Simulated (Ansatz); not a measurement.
# H7N2Si···Cl: what the fields show

```xyz
11

Si   -0.5879    0.4936    0.0284
N    -0.2987   -1.3462   -0.1417
H    -1.2006    0.8972   -1.2461
H    -1.6633    0.4768    1.0673
N     0.6945    1.2587    0.8017
H     0.4975   -1.2907   -0.8624
Cl    1.4940   -0.0101   -1.8491
H    -1.0916   -1.8630   -0.5102
H     0.0169   -1.7779    0.7214
H     1.5560    1.4313    0.3088
H     0.5832    1.7306    1.6821
```

A transition-state structure; geometry: PBE0-D4/def2-TZVP.

All numbers below come from RKS PBE0-D4/def2-TZVPP (Ansatz).

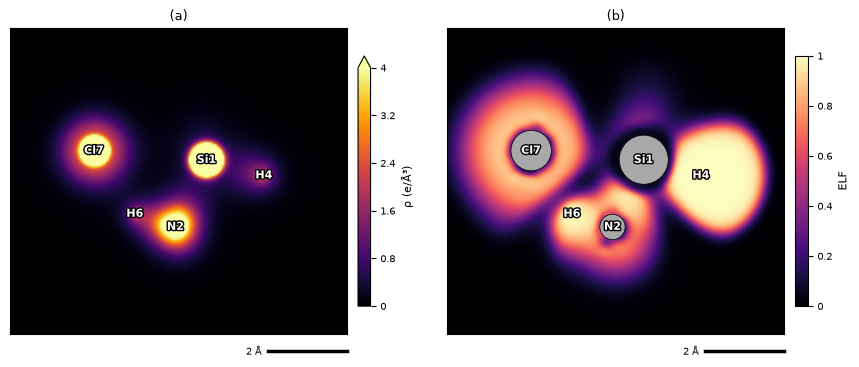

Figure 1. (a) total electron density; (b) electron localisation function on the plane of atoms Si1, N2 and H6. Grey discs cover the atomic cores in the ELF map.

**What do the fields say about this system?**

The section cuts through Si, N, H and Cl sites. Cl7···H6 (1.90 Å): the density falls to about 0.37 e/Å³ on the way; the ELF dips to about 0.30 between them (a closed-shell contact with the geometry of a hydrogen bond). Si–N (1.87 Å): ρ is about 0.85 e/Å³ halfway; the ELF peaks at about 0.95 between the atoms (a shared but strongly polarised pair). Si–H (1.50 Å): ρ is about 0.81 e/Å³ halfway; the ELF climbs to about 1 towards the hydrogen, as it does in any bond to H.

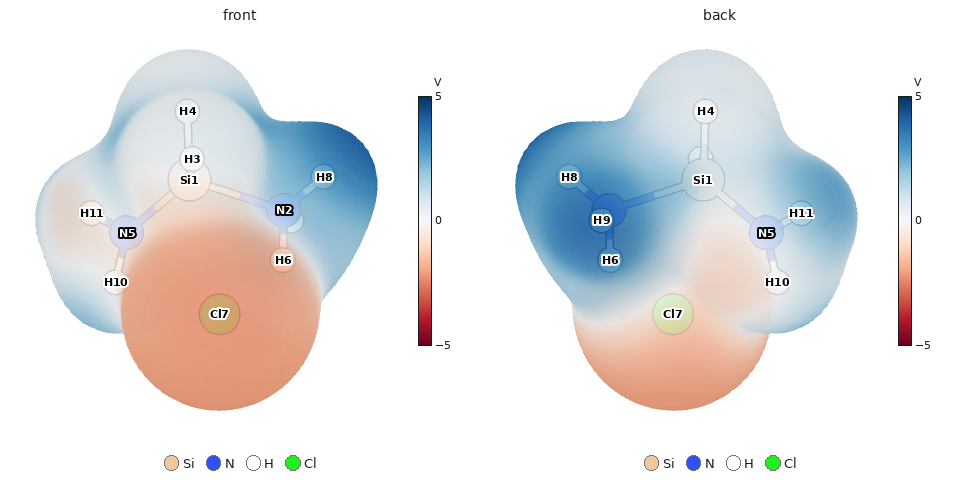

Figure 2. The electrostatic potential painted on the density surface at 0.004 e/bohr³, seen from the front and from behind; red is negative and blue positive.

**Where is the surface potential most negative and most positive?**

The most negative region (about −2.2 V) lies over Cl7, the most positive (about +4.0 V) over H8 and H9.

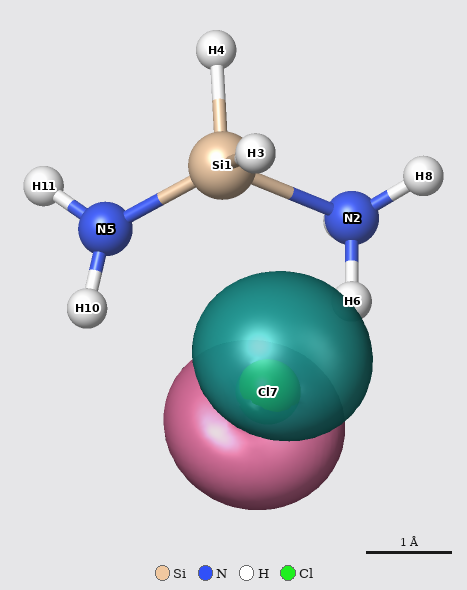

Figure 3. The HOMO at ±0.15 Å⁻³ᐟ² (teal and pink are the two phases), seen at a tilt.

**Describe this orbital and give its energy.**

It lies mainly on Cl7 (about 90 %); largely a lone pair of Cl7. Its energy is −6.80 eV.

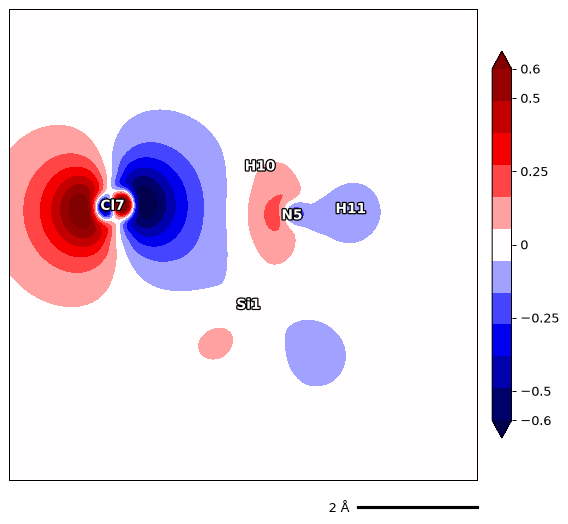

Figure 4. The HOMO−1 on the plane of atoms Si1, N5 and H11 (values in Å⁻³ᐟ²; the overall sign is arbitrary).

**Describe this orbital and give its energy.**

It lies mainly on Cl7 (about 85 %); largely a lone pair of Cl7. Its energy is −6.98 eV.
